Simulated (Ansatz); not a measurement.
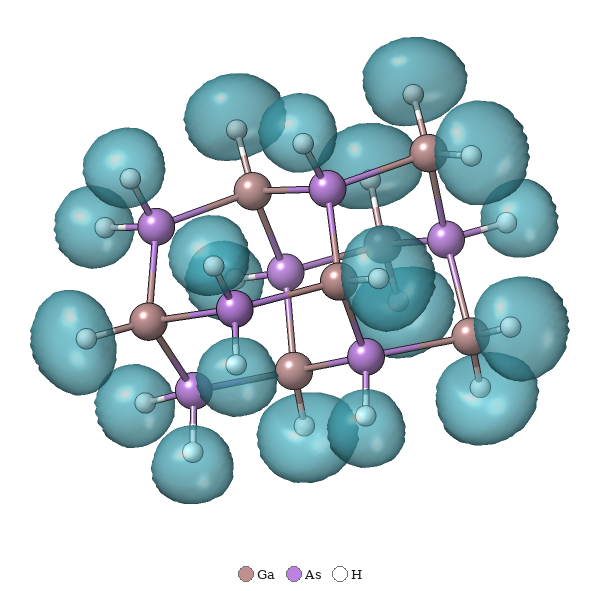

Figure. As7Ga7H20 (Ga7As7 zinc blende off sphere). Isosurface of the electron localisation function at 0.9 (cyan), seen at a tilt. Core shells and regions of very low density are left out.

Geometry: PBE-D4/def2-SVP.

The calculation used RKS PBE0-D4/def2-TZVP in Ansatz 0.2.0.

```yaml
atoms:
  - { symbol: Ga, position_ang: [0.7694, -3.7690, 0.7675] }
  - { symbol: Ga, position_ang: [-2.3028, 2.3057, -2.3006] }
  - { symbol: Ga, position_ang: [0.8155, -0.8226, -2.1170] }
  - { symbol: Ga, position_ang: [-2.1200, -0.8204, 0.8214] }
  - { symbol: Ga, position_ang: [0.7724, -0.7739, 3.7664] }
  - { symbol: Ga, position_ang: [0.8202, 2.1139, 0.8223] }
  - { symbol: Ga, position_ang: [3.7670, -0.7708, 0.7677] }
  - { symbol: As, position_ang: [-3.4108, 0.7370, -0.7290] }
  - { symbol: As, position_ang: [-0.6234, -2.1259, -0.6180] }
  - { symbol: As, position_ang: [2.0441, -2.0460, 2.0405] }
  - { symbol: As, position_ang: [-0.7335, 0.7350, -3.4091] }
  - { symbol: As, position_ang: [-0.7286, 3.4103, -0.7321] }
  - { symbol: As, position_ang: [2.1217, 0.6165, -0.6203] }
  - { symbol: As, position_ang: [-0.6195, 0.6159, 2.1260] }
  - { symbol: H, position_ang: [1.6879, -4.4924, -0.2961] }
  - { symbol: H, position_ang: [-0.2883, -4.4966, 1.6895] }
  - { symbol: H, position_ang: [-3.2103, 3.2145, -3.2075] }
  - { symbol: H, position_ang: [1.6114, -1.6200, -3.2178] }
  - { symbol: H, position_ang: [-3.2220, -1.6157, 1.6176] }
  - { symbol: H, position_ang: [-0.2866, -1.6949, 4.4932] }
  - { symbol: H, position_ang: [1.6932, 0.2872, 4.4905] }
  - { symbol: H, position_ang: [1.6189, 3.2125, 1.6198] }
  - { symbol: H, position_ang: [4.4941, -1.6898, -0.2929] }
  - { symbol: H, position_ang: [4.4903, 0.2908, 1.6885] }
  - { symbol: H, position_ang: [-4.4300, -0.0366, -1.5623] }
  - { symbol: H, position_ang: [-4.4190, 1.5760, 0.0528] }
  - { symbol: H, position_ang: [-1.5574, -2.8969, -1.5510] }
  - { symbol: H, position_ang: [2.9279, -2.9302, 2.9227] }
  - { symbol: H, position_ang: [-1.5671, -0.0365, -4.4297] }
  - { symbol: H, position_ang: [0.0498, 1.5743, -4.4159] }
  - { symbol: H, position_ang: [0.0554, 4.4158, -1.5722] }
  - { symbol: H, position_ang: [-1.5590, 4.4323, 0.0410] }
  - { symbol: H, position_ang: [2.8907, 1.5508, -1.5547] }
  - { symbol: H, position_ang: [-1.5512, 1.5496, 2.8989] }
```

### What do the ELF domains correspond to?

The surface consists of 20 regions around hydrogen nuclei. Profiles from the grid: Ga–As (2.45 Å): the ELF peaks at about 0.85 between the atoms: a shared electron pair. As–H (1.53 Å): the ELF climbs to about 1 towards the hydrogen, as it does in any bond to H.
